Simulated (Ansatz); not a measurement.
The figure comes from a scan of TiSi2 (C49 type, space group Cmcm): one Si atom of a 6-atom cell moves by s along Cartesian x, with its periodic images. Level of theory: PBE (plane waves to 420 eV, PAW, scalar-relativistic; Ansatz, a program for electronic structure). k mesh 11×11×11 (Γ-centred), Fermi-Dirac smearing 0.05 eV. E stands for the smeared free energy. With partly filled bands, energies and forces of such displacements shift with the k mesh and the smearing. This is one of several known forms of TiSi2; the measured ambient cells at hand have space group No. 70. TiSi2 is run without spin polarisation. TiSi2 was relaxed with its symmetry unable to fall. ΔE is measured from the undisplaced structure.

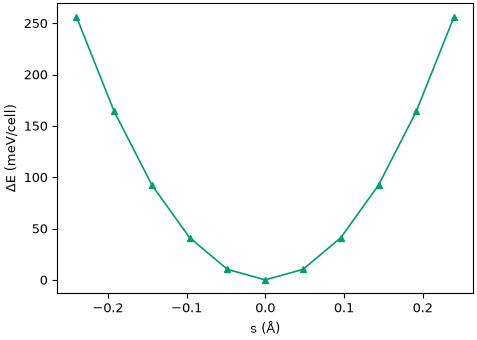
Figure: ΔE (meV/cell) against s (Å); markers are the computed points, lines only join them.

### Question
Turn the plot into a table (rounded to what can be read).

### Answer
To the nearest 5:

```json
[
 {"s (Å)": "-0.240", "ΔE (meV/cell)": "255"},
 {"s (Å)": "-0.192", "ΔE (meV/cell)": "165"},
 {"s (Å)": "-0.144", "ΔE (meV/cell)": "90"},
 {"s (Å)": "-0.096", "ΔE (meV/cell)": "40"},
 {"s (Å)": "-0.048", "ΔE (meV/cell)": "10"},
 {"s (Å)": "0.000", "ΔE (meV/cell)": "0"},
 {"s (Å)": "0.048", "ΔE (meV/cell)": "10"},
 {"s (Å)": "0.096", "ΔE (meV/cell)": "40"},
 {"s (Å)": "0.144", "ΔE (meV/cell)": "90"},
 {"s (Å)": "0.192", "ΔE (meV/cell)": "165"},
 {"s (Å)": "0.240", "ΔE (meV/cell)": "255"}
]
```

(For displaced atoms, the force is minus the slope of the energy, and its curvature is a force constant, which sets phonon frequencies.)
